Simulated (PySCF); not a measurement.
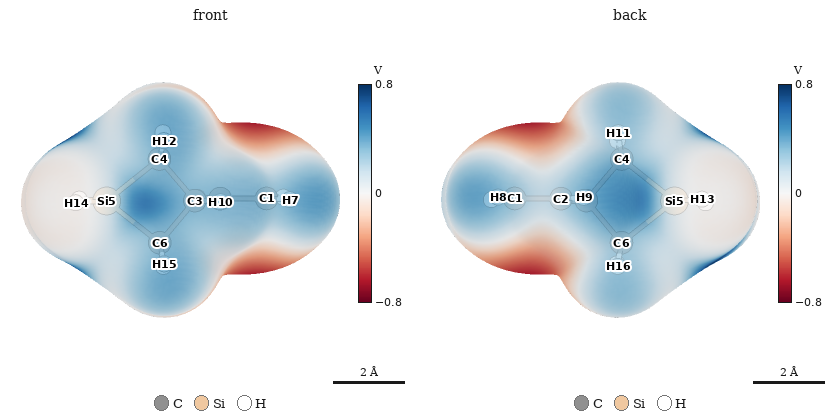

Figure. C5H10Si (SMILES C=CC1C[SiH2]C1). The molecular electrostatic potential painted on the density surface at 0.001 e/bohr³, seen from the front and from behind; red is negative and blue positive.

Geometry: GFN2-xTB.

Level of theory: CAM-B3LYP/def2-SVPD, SCF density, gas phase (PySCF).

| atom | x (Å) | y (Å) | z (Å) |
| --- | --- | --- | --- |
| C | 2.6075 | 0.2666 | -0.0928 |
| C | 1.3726 | -0.1351 | -0.3308 |
| C | 0.1617 | 0.3660 | 0.3755 |
| C | -0.9001 | 0.9071 | -0.6183 |
| Si | -2.0924 | -0.5268 | -0.2092 |
| C | -0.6491 | -0.7945 | 1.0118 |
| H | 2.8247 | 1.0139 | 0.6536 |
| H | 3.4543 | -0.1280 | -0.6292 |
| H | 1.1766 | -0.8861 | -1.0869 |
| H | 0.4541 | 1.1163 | 1.1135 |
| H | -0.5265 | 0.9742 | -1.6384 |
| H | -1.2507 | 1.8991 | -0.3412 |
| H | -2.2465 | -1.5450 | -1.2495 |
| H | -3.3883 | -0.1639 | 0.3652 |
| H | -0.8800 | -0.6072 | 2.0584 |
| H | -0.1257 | -1.7478 | 0.9659 |

Which sites attract a positive test charge, and which a negative one?

A positive charge is drawn to the negative regions and a negative charge to the positive ones. The most negative region (about −0.6 V) lies over the π face of C1 and C2, the most positive (about +0.7 V) over Si5.

How polar is the molecule by this calculation?

Its dipole moment is 0.31 D.
